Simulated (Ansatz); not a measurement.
## Moving the knobs of a GW run on Bi2Te2Se (R-3m)

A base run on Bi2Te2Se (R-3m), then changed inputs.

Method: G0W0 on LDA, plane waves, PAW, in Ansatz 0.2.0.

### 1. Set-up

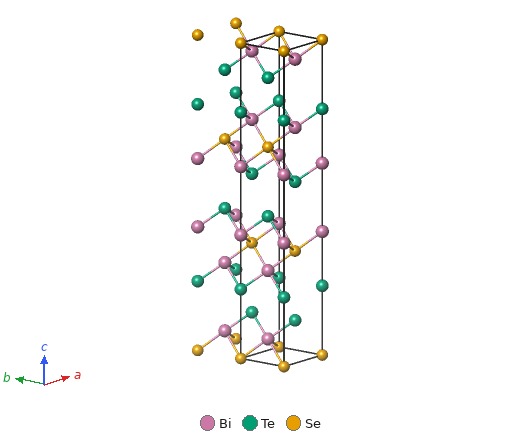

The cell as given, from a free direction (bismuth pink, tellurium teal, selenium orange). 1×2×1 cells are drawn. This picture shows the conventional cell, with its axes. Bonds to atoms that aren't drawn are left out. Some periodic images of atoms are drawn too.

Coordinates:

```cif
data_structure
_symmetry_space_group_name_H-M 'R-3m:H'
_symmetry_Int_Tables_number 166
_cell_length_a 4.3219
_cell_length_b 4.3219
_cell_length_c 31.7567
_cell_angle_alpha 90.000
_cell_angle_beta 90.000
_cell_angle_gamma 120.000
_cell_volume 513.72
loop_
_atom_site_label
_atom_site_type_symbol
_atom_site_symmetry_multiplicity
_atom_site_Wyckoff_symbol
_atom_site_fract_x
_atom_site_fract_y
_atom_site_fract_z
_atom_site_occupancy
Bi1 Bi 6 c 0.66667 0.33333 0.94161 1
Te1 Te 6 c 0.33333 0.66667 0.88626 1
Se1 Se 3 a 0.00000 0.00000 0.00000 1
```

The cell and positions are those that the Materials Project relaxed with its own functionals (PBE, PBE+U or r2SCAN), kept fixed. Spin-orbit coupling is left out unless a step names it. The default PAW set here is soft_2. Its files were made with PBE.

### 2. The base run: 4×4×4 mesh, 473 empty bands, screening to 114 eV

Now the one-shot GW correction: screening in the RPA, then the self-energy of the levels asked for.

input.yaml reads:

```yaml
crystal:
  lattice:
    - [2.1609687617, 1.2476358963, 10.5855712543]
    - [-2.1609687617, 1.2476358963, 10.5855712543]
    - [0.0, -2.4952717926, 10.5855712543]
  atoms:
    - { symbol: Bi, position: [0.60827876, 0.60827876, 0.60827876] }
    - { symbol: Bi, position: [0.39172124, 0.39172124, 0.39172124] }
    - { symbol: Te, position: [0.21959513, 0.21959513, 0.21959513] }
    - { symbol: Te, position: [0.78040487, 0.78040487, 0.78040487] }
    - { symbol: Se, position: [0.0, 0.0, 0.0] }
kpoints:
  mp_grid: { grid: [4, 4, 4] }
hamiltonian:
  xc: lda
scf:
  occupations: { method: fixed }
gw:
  n_empty_bands: 473
  ecut_chi: 114
  qp_bands: [v2, c2]
  qp_kpoints: band_edges
  screening: { model: contour_deformation }
```

Launch:

```console
$ ansatz run input.yaml --threads 3 --pin off --max-ram 92160MiB --backend cuda --events-out ev --progress --plain --runs-dir out --devices 1 --max-vram 13GiB  # rebuilt from the run's record
```

Numbers of over 12 decimals in the logs are rounded to 6 here.

The log of the run:

```text
GPUs: using 1 of 1 available (devices: 1).
Engine: ansatz 0.2.0, x86_64-unknown-linux-gnu
Pseudopotentials: kind: paw
Pseudopotential: Bi, paw, valence charge 15, recommended cutoff 420 eV (normal), Bi.paw.azcp
Pseudopotential: Te, paw, valence charge 16, recommended cutoff 420 eV (normal), Te.paw.azcp
Pseudopotential: Se, paw, valence charge 16, recommended cutoff 420 eV (normal), Se.paw.azcp
Functional definition: SPW92
  exchange = slater_x
  correlation = pw_c
device memory: the entry about to start is reckoned to put 4.9 GiB on a device that reports 39.6 GiB free (of which the cap on the GPU budget leaves the run 13.0 GiB)
GPU FFT provider: cuFFT
GPU libraries: cuBLAS 13.8.2, cuFFT 12.4.0, cuSOLVER 12.3.4
Crystal: 5 atoms, lattice volume = 171.239 Å³
Basis set: ecut = 420 eV, 3335 PW (Γ)
Bands: 47, of which v1, the nominal top of the filled ones, is band 39 counted from 1 (38 counted from 0)
Symmetry: 12 space group operations
Space group: R-3m (ITA 166), of the structure as read, at distance tolerance 5.6e-5 Å
k-points: 13 of 64
Non-local potential: Bi, projectors of the file, l = 0: 2, l = 1: 2, l = 2: 2, l = 3: 2
Non-local potential: Te, projectors of the file, l = 0: 2, l = 1: 2, l = 2: 2, l = 3: 2
Non-local potential: Se, projectors of the file, l = 0: 2, l = 1: 2, l = 2: 3, l = 3: 1
PAW form: soft (Blöchl's): semilocal exchange-correlation on the pseudo side does not see the compensation charge
PAW frozen core: Bi, regenerated for the run's functional, and the local potential with it (the file was generated under x = pbe(κ = 0.804, μ = 0.219515), c = pbe(β = 0.066725))
PAW frozen core: Te, regenerated for the run's functional, and the local potential with it (the file was generated under x = pbe(κ = 0.804, μ = 0.219515), c = pbe(β = 0.066725))
PAW frozen core: Se, regenerated for the run's functional, and the local potential with it (the file was generated under x = pbe(κ = 0.804, μ = 0.219515), c = pbe(β = 0.066725))
PAW one-centre angular grid: Bi, 590 points (default); XC on 64 Gauss nodes
PAW one-centre angular grid: Te, 590 points (default); XC on 64 Gauss nodes
PAW one-centre angular grid: Se, 590 points (default); XC on 64 Gauss nodes
Initial density: superposition of atomic densities (neutral atoms: chi_scale 0, normalization atom), corrected by the library's trained network
Initial wavefunctions: pseudopotential atomic-orbital guess
GPU buffer pool allocated for 421875 grid points (all kernels)
GPU transforms: local potential and band sums: pruned to the plane-wave sphere, on 75×75×75
Functional: x = slater, c = lda
SCF iter   1: F=—  HF=-43210.638762 eV  |F-HF|=—  |Δ(HF+E_count)|=         —  Δρ=3.90e-3  dr2=3.01e-2  ethr=1.77e-3  ⟨swp⟩=5.0  Hψ=2060  notcnv=0  defer=67
[...]
k-point 2: bands = [... 35 lower, 5.5011, 6.0484, 6.8535, 7.1236, 8.6816, 9.6152, 10.4819, 10.7266, ... 4 higher]
  k-point 12: bands = [... 35 lower, 6.7273, 6.9529, 6.9529, 7.0980, 8.4449, 9.1672, 9.1672, 9.6890, ... 4 higher]
--- G₀W₀: contour deformation, 8 samples at zero and on the imaginary axis and 1 off it, 64 q-points, 473 empty bands' worth ---
  eigenvalues of the whole cell's RPA ε∞ on this k-mesh (on a slab, of 1 + 4πα/V) = 24.3314, 29.9693, 29.9693; static W/v taken at q = 0 is 0.027409
  bands read: the sum over 512 bands ends inside a degenerate multiplet in 1 slot, whose members it reads at an even weight; the widest, k=0: bands 512 to 513 (counted from 1) at 1/2 each
  gw.qp_kpoints: band_edges: 10 of 13 stored k-points solved, in 1 pass; an edge of the gap read off the rows below is read off those points alone
    valence top: of the k-points left out ik 3 came nearest to being solved in a further pass, in band 39 (counted from 1, as in the quasiparticle table): it holds the edge there only if its correction is more favourable than any solved in that band by at least 0.500 eV; those differ by 0.144 eV
    conduction bottom: of the k-points left out ik 9 came nearest to being solved in a further pass, in band 40 (counted from 1, as in the quasiparticle table): it holds the edge there only if its correction is more favourable than any solved in that band by at least 0.916 eV; those differ by 0.083 eV
  `?` marks the rows in doubt; gw_qp.tsv's column doubts and the gw_qp event give each row's grounds
    ik  band        ε_KS         Σx   Σc(E_QP)       V_xc       Z   E_QP_lin       E_QP  E_QP is
     0    38      7.0618   -15.8140     1.1346   -14.4712  0.7402     6.8547     6.8537  root
     0    39      7.6482   -14.9430     0.1562   -14.7009  0.7573     7.5624     7.5623  root
     0    40      8.0157    -9.8618    -2.9243   -13.0731  0.7814     8.2957     8.3028  root ?
     0    41      9.0070   -10.0704    -3.1891   -13.5078  0.7627     9.2525     9.2553  root
     1    38      6.9358   -16.0378     1.3160   -14.5133  0.7340     6.7280     6.7273  root
     1    39      7.2761   -15.6451     0.8447   -14.6801  0.7428     7.1557     7.1558  root
     1    40      8.7691    -9.6833    -3.1819   -13.1159  0.7666     9.0167     9.0198  root
     1    41      9.7167   -10.2793    -3.4757   -14.0300  0.7490     9.9884     9.9918  root ?
     2    38      6.8535   -16.0073     1.3334   -14.4529  0.7354     6.6340     6.6327  root
     2    39      7.1236   -15.3351     0.7572   -14.4297  0.7483     6.9758     6.9753  root
[...]
8    40      8.5574    -9.6495    -3.1309   -13.0589  0.7775     8.8300     8.8358  root ?
     8    41      9.5570   -10.2001    -3.3751   -13.8495  0.7573     9.8269     9.8313  root ?
[...]
10    41      9.6355   -10.4257    -3.3830   -14.0815  0.7535     9.9056     9.9084  root ?
[...]
12    38      6.9529   -15.7977     1.2295   -14.3594  0.7341     6.7445     6.7441  root
    12    39      7.0980   -14.6016     0.4664   -14.0702  0.7417     7.0330     7.0330  root
    12    40      8.4449   -10.1941    -3.0820   -13.4913  0.7541     8.6596     8.6602  root
    12    41      9.1672   -10.2183    -3.2774   -13.7418  0.7546     9.4123     9.4133  root
[key lines of the parts left out:]
SCF converged after 8 iterations
Free energy (F): -43210.629585 eV
Fermi energy:    7.648155 eV
```

Wall time 1.8 min (1 × NVIDIA H100 80GB HBM3 (shared by 6 runs) with 3 threads of AMD EPYC 7R13 (Zen 3), shared host); peak memory 2.1 GiB; 3 min of CPU time.

Numbers from this step:

| Item | Value |
| --- | --- |
| bands summed | 512 |
| RPA ε∞ on this mesh (eigenvalues) | 24.33, 29.97, 29.97 |
| plane waves in the screening matrix | 475 |
| q-points in the mesh | 64 |
| G0W0 gap on the mesh | 0.7405 eV |
| k of the valence top | 0, 0, 0 |
| k of the conduction bottom | 0, 0, 0 |
| starting gap on the mesh | 0.3676 eV |
| Z at the valence top | 0.7573 |
| Z at the conduction bottom | 0.7814 |
| least direct G0W0 gap on the computed points | 0.7405 eV |

The gap on the mesh goes from 0.37 eV to 0.74 eV, a correction of +0.37 eV. The program marks an edge row as in doubt. Between the two edge states, bare exchange in place of the xc potential would open the gap by 3.45 eV, and correlation takes back 3.08 eV.

### 3. Variant: low screening cutoff

input.yaml: that of step 2 with these lines changed.

```diff
@@ -18,4 +18,4 @@
 gw:
-  n_empty_bands: 473
-  ecut_chi: 114
+  n_empty_bands: 511
+  ecut_chi: 55
   qp_bands: [v2, c2]
```

The log of the run:

```text
GPUs: using 1 of 1 available (devices: 1).
[...]
GPU FFT provider: cuFFT
GPU libraries: cuBLAS 13.8.2, cuFFT 12.4.0, cuSOLVER 12.3.4
Crystal: 5 atoms, lattice volume = 171.239 Å³
Basis set: ecut = 420 eV, 3335 PW (Γ)
Bands: 47, of which v1, the nominal top of the filled ones, is band 39 counted from 1 (38 counted from 0)
Symmetry: 12 space group operations
[...]
k-points: 13 of 64
[...]
GPU buffer pool allocated for 421875 grid points (all kernels)
[...]
SCF iter   1: F=—  HF=-43210.638762 eV  |F-HF|=—  |Δ(HF+E_count)|=         —  Δρ=3.90e-3  dr2=3.01e-2  ethr=1.77e-3  ⟨swp⟩=5.0  Hψ=2060  notcnv=0  defer=67
[...]
SCF iter   8: F=-43210.629585 eV  HF=-43210.629585 eV  |F-HF|=1.40e-9  |Δ(HF+E_count)|=   1.69e-8  Δρ=1.75e-6  dr2=1.14e-8  ethr=1.28e-10  ⟨swp⟩=3.0  Hψ=1235  notcnv=0
SCF 1 converged in 8 iterations: F = -43210.629585 eV  dr2 = 1.14e-8
[...]
NSCF: frozen V_eff on 13 k-points
[...]
G₀W₀ screening: q 1/13
[... further progress lines ...]
[...]
SCF converged after 8 iterations
Free energy (F): -43210.629585 eV
[...]
Internal energy: -43210.629585 eV  (E = F + TS)
E sigma→0 (E₀):  -43210.629585 eV
Fermi energy:    7.648155 eV
[...]
--- Band table (eV; the first three rows and the last of 13) ---
  k-point 0: bands = [... 35 lower, 6.6483, 7.0618, 7.0618, 7.6482, 8.0157, 9.0070, 9.0070, 9.7970, ... 4 higher]
  k-point 1: bands = [... 35 lower, 6.1696, 6.7507, 6.9358, 7.2761, 8.7691, 9.7167, 9.8807, 10.3523, ... 4 higher]
  k-point 2: bands = [... 35 lower, 5.5011, 6.0484, 6.8535, 7.1236, 8.6816, 9.6152, 10.4819, 10.7266, ... 4 higher]
  k-point 12: bands = [... 35 lower, 6.7273, 6.9529, 6.9529, 7.0980, 8.4449, 9.1672, 9.1672, 9.6890, ... 4 higher]
[...]
0    38      7.0618   -15.8140     1.3111   -14.4712  0.7435     7.0301     7.0301  root
     0    39      7.6482   -14.9430     0.3352   -14.7009  0.7606     7.7414     7.7412  root
     0    40      8.0157    -9.8618    -2.8130   -13.0731  0.7831     8.4078     8.4141  root
     0    41      9.0070   -10.0704    -3.0554   -13.5078  0.7647     9.3737     9.3890  root
     1    38      6.9358   -16.0378     1.4957   -14.5133  0.7376     6.9070     6.9070  root
     1    39      7.2761   -15.6451     1.0261   -14.6801  0.7463     7.3372     7.3372  root
     1    40      8.7691    -9.6833    -3.0521   -13.1159  0.7686     9.1319     9.1496  root
     1    41      9.7167   -10.2793    -3.3463   -14.0300  0.7514    10.1241    10.1211  root
[...]
6    40      9.2307    -9.2018    -3.2135   -12.7595  0.7628     9.5563     9.5748  root ?
     6    41      9.3692    -9.1435    -3.2698   -12.7819  0.7569     9.6983     9.7378  root ?
[...]
7    40      8.2727   -10.3867    -2.7080   -13.4672  0.7643     8.6150     8.6451  root ?
[...]
11    41      9.5233    -9.3330    -3.2388   -12.9548  0.7707     9.8907     9.9063  root
    12    38      6.9529   -15.7977     1.4024   -14.3594  0.7373     6.9169     6.9170  root
    12    39      7.0980   -14.6016     0.6222   -14.0702  0.7441     7.1883     7.1889  root
    12    40      8.4449   -10.1941    -2.9273   -13.4913  0.7563     8.7845     8.8148  root ?
    12    41      9.1672   -10.2183    -3.1397   -13.7418  0.7567     9.5395     9.5510  root
```

The job ended after 73 s (1 × NVIDIA H100 80GB HBM3 (shared by 6 runs) with 3 threads; peak memory 1.8 GiB).

Against the base:

| setting | base | variant |
| --- | --- | --- |
| empty bands | 473 | 511 |
| screening cutoff (eV) | 114 | 55 |

| quantity | variant | base |
| --- | --- | --- |
| starting gap on the mesh | 0.368 | 0.368 |
| G0W0 gap on the mesh | 0.673 | 0.741 |
| least direct G0W0 gap on the computed points | 0.673 | 0.741 |
| Z at the valence top | 0.761 | 0.757 |
| Z at the conduction bottom | 0.783 | 0.781 |

### 4. Variant: larger pair-density box

input.yaml: that of step 3 with these lines changed.

```diff
@@ -18,4 +18,4 @@
 gw:
-  n_empty_bands: 511
-  ecut_chi: 55
+  n_empty_bands: 388
+  ecut_chi: 100
   qp_bands: [v2, c2]
@@ -23 +23,2 @@
   screening: { model: contour_deformation }
+  ecutfock_ratio: 2
```

The log of the run:

```text
GPUs: using 1 of 1 available (devices: 1).
[...]
GPU FFT provider: cuFFT
GPU libraries: cuBLAS 13.8.2, cuFFT 12.4.0, cuSOLVER 12.3.4
Crystal: 5 atoms, lattice volume = 171.239 Å³
Basis set: ecut = 420 eV, 3335 PW (Γ)
Bands: 47, of which v1, the nominal top of the filled ones, is band 39 counted from 1 (38 counted from 0)
Symmetry: 12 space group operations
[...]
k-points: 13 of 64
[...]
GPU buffer pool allocated for 421875 grid points (all kernels)
[...]
SCF iter   1: F=—  HF=-43210.638762 eV  |F-HF|=—  |Δ(HF+E_count)|=         —  Δρ=3.90e-3  dr2=3.01e-2  ethr=1.77e-3  ⟨swp⟩=5.0  Hψ=2060  notcnv=0  defer=67
[...]
SCF iter   8: F=-43210.629585 eV  HF=-43210.629585 eV  |F-HF|=1.40e-9  |Δ(HF+E_count)|=   1.69e-8  Δρ=1.75e-6  dr2=1.14e-8  ethr=1.28e-10  ⟨swp⟩=3.0  Hψ=1235  notcnv=0
SCF 1 converged in 8 iterations: F = -43210.629585 eV  dr2 = 1.14e-8
[...]
G₀W₀ screening: q 1/13
[... further progress lines ...]
[...]
SCF converged after 8 iterations
Free energy (F): -43210.629585 eV
[...]
Internal energy: -43210.629585 eV  (E = F + TS)
E sigma→0 (E₀):  -43210.629585 eV
Fermi energy:    7.648155 eV
[...]
--- Band table (eV; the first three rows and the last of 13) ---
  k-point 0: bands = [... 35 lower, 6.6483, 7.0618, 7.0618, 7.6482, 8.0157, 9.0070, 9.0070, 9.7970, ... 4 higher]
  k-point 1: bands = [... 35 lower, 6.1696, 6.7507, 6.9358, 7.2761, 8.7691, 9.7167, 9.8807, 10.3523, ... 4 higher]
  k-point 2: bands = [... 35 lower, 5.5011, 6.0484, 6.8535, 7.1236, 8.6816, 9.6152, 10.4819, 10.7266, ... 4 higher]
  k-point 12: bands = [... 35 lower, 6.7273, 6.9529, 6.9529, 7.0980, 8.4449, 9.1672, 9.1672, 9.6890, ... 4 higher]
[...]
0    38      7.0618   -15.8140     1.1886   -14.4712  0.7405     6.9079     6.9076  root
     0    39      7.6482   -14.9430     0.2117   -14.7009  0.7576     7.6178     7.6178  root
     0    40      8.0157    -9.8618    -2.8562   -13.0731  0.7817     8.3436     8.3709  root ?
     0    41      9.0070   -10.0704    -3.1357   -13.5078  0.7629     9.3018     9.3086  root
     1    38      6.9358   -16.0378     1.3702   -14.5133  0.7343     6.7816     6.7815  root
     1    39      7.2761   -15.6451     0.8995   -14.6801  0.7431     7.2106     7.2106  root
     1    40      8.7691    -9.6833    -3.1298   -13.1159  0.7669     9.0647     9.0719  root
     1    41      9.7167   -10.2793    -3.4145   -14.0300  0.7492    10.0409    10.0529  root ?
     2    38      6.8535   -16.0073     1.3873   -14.4529  0.7356     6.6870     6.6865  root
     2    39      7.1236   -15.3351     0.8108   -14.4297  0.7485     7.0290     7.0289  root
[...]
5    40      9.4409    -9.8987    -3.3256   -13.5968  0.7632     9.7835     9.8134  root ?
     5    41     10.1489   -10.3646    -3.6286   -14.3734  0.7438    10.4920    10.5292  root ?
[...]
6    41      9.3692    -9.1435    -3.3606   -12.7819  0.7550     9.6429     9.6470  root ?
[...]
8    40      8.5574    -9.6495    -3.0720   -13.0589  0.7777     8.8783     8.8948  root ?
     8    41      9.5570   -10.2001    -3.3140   -13.8495  0.7575     9.8787     9.8924  root ?
[...]
10    41      9.6355   -10.4257    -3.3197   -14.0815  0.7537     9.9587     9.9716  root ?
[...]
12    38      6.9529   -15.7977     1.2821   -14.3594  0.7343     6.7967     6.7967  root
    12    39      7.0980   -14.6016     0.5178   -14.0702  0.7421     7.0844     7.0844  root
    12    40      8.4449   -10.1941    -3.0323   -13.4913  0.7543     8.7076     8.7098  root
    12    41      9.1672   -10.2183    -3.2229   -13.7418  0.7548     9.4627     9.4678  root
```

It took 78 s on 1 × NVIDIA H100 80GB HBM3 (shared by 6 runs) with 3 threads; peak memory 1.9 GiB.

The G0W0 gap on the mesh is 0.753 eV.

Against the base:

| setting | base | variant |
| --- | --- | --- |
| empty bands | 473 | 388 |
| screening cutoff (eV) | 114 | 100 |
| ecutfock ratio | - | 2 |

| quantity | variant | base |
| --- | --- | --- |
| starting gap on the mesh | 0.368 | 0.368 |
| G0W0 gap on the mesh | 0.753 | 0.741 |
| least direct G0W0 gap on the computed points | 0.753 | 0.741 |
| Z at the valence top | 0.758 | 0.757 |
| Z at the conduction bottom | 0.782 | 0.781 |

### 5. Results

| Quantity | Value |
| --- | --- |
| base | 0.74 eV, 1.8 min |
| low screening cutoff | 0.67 eV, 73 s |
| larger pair-density box | 0.75 eV, 78 s |

What this shows: Low screening cutoff: the gap moves by −0.07 eV; such settings are too crude to quote. The variant differs from the base in empty bands and screening cutoff together, so the change can't be laid to one of them. Larger pair-density box: the gap moves by +0.01 eV. The variant differs from the base in empty bands, screening cutoff and ecutfock ratio together, so the change can't be laid to one of them. All runs here use a coarse mesh and modest cutoffs; they test settings and are not final values. Where an edge is built on 6p states of lead, bismuth or thallium, scalar-relativistic gaps usually stand too wide, by a few tenths to over one eV. With atoms this heavy and so narrow a gap, spin-orbit coupling can invert the bands. These scalar-relativistic gaps are then model values, not to be set against experiment, and a spin-orbit change taken from DFT can't simply be added. The RPA ε∞ on this mesh reaches over 25; with a narrow direct gap a coarse mesh can overstate it, and the correction is then too small. The program marks a band-edge row as in doubt, so the gap is less sure than its digits.

[Paths, hosts, dates, memory and timing lines, banners, echoed tables and standing remarks are left out of the program output.]

[Logs are printed without paths, hosts, clocks, repeated set-up lines and the standing remarks that a program may print on its own settings, such as how far it seeks lower states.]

[Runs of the session that timed out or met a known fault of the program may be left out.]

[Cells called generated may have been cut or substituted from an entry of the Crystallography Open Database or the Materials Project.]

[Hosts, paths, dates, database ids (printed as entryN), source tags and the programs' standing remarks are cut or masked in the printed files.]
